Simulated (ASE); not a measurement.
Pair distribution function (Al-N) of AlN (zinc blende; a metastable form), cell Al32N32, begun in the crystal structure [in the run: it stayed crystalline; mean temperature 2096 K (target 2100 K); density 3.06 g/cm³, volume +6 % from the start crystal's], from MD at 2096 K. Method: the machine-learned potential CHGNet 0.3.0 (ASE). Volume per atom 11.13 Å³, mean pressure 0.1 GPa. 

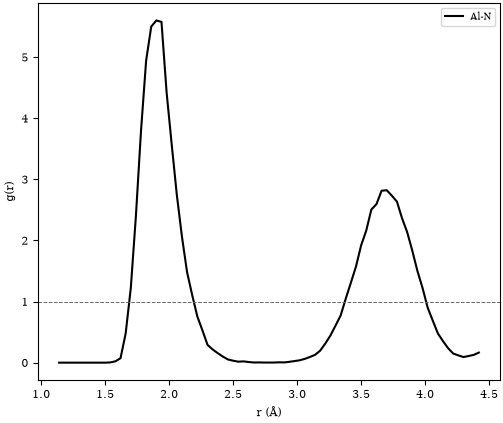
Fig. 1. Pair distribution from the trajectory

Question: From these data, give the position and height of the first peak of the Al-N curve, where the first shell ends and the number of neighbours in it.

Answer: first peak at 1.89 Å with height 5.6; g is nil from 2.7 to 2.9 Å, so any cut there serves; 4.0 N round each Al and 4.0 Al round each N in the shell, from n = 4πρ∫r²g(r)dr.
